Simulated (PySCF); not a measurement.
Ge(H)2(Me)2, SMILES [CH3][GeH2][CH3] (C2H8Ge), singlet, B3LYP/def2-SVP optimised geometry. Atoms within 1.6 Å of the plane z = 0.0 Å (x, y, z in Å): Ge1 (0.10, -0.84, 0.00), C2 (-0.55, 1.02, 0.00), C3 (-0.55, -1.82, -1.58), H4 (-0.37, -1.56, 1.29), H5 (1.65, -0.84, 0.00), H6 (-0.21, 1.55, -0.90), H7 (-0.18, 1.56, 0.88), H8 (-1.65, 1.03, 0.02), H9 (-0.18, -2.86, -1.57), H11 (-1.65, -1.84, -1.59).

Level of theory: B3LYP/def2-TZVP run with PySCF 2.14.0. Cells within 0.4 Å of a nucleus heavier than hydrogen are left out (blank, or x).

Map of the deformation density (molecule minus spherical neutral atoms) (e/bohr³) on the plane z = 0.0 Å:

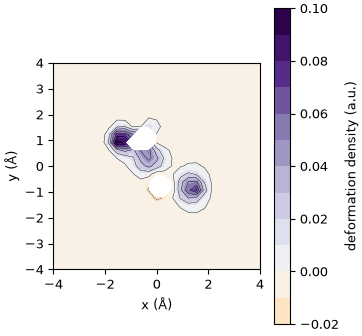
*Deformation density (molecule minus spherical neutral atoms) (e/bohr³) on the plane z = 0.0 Å.*
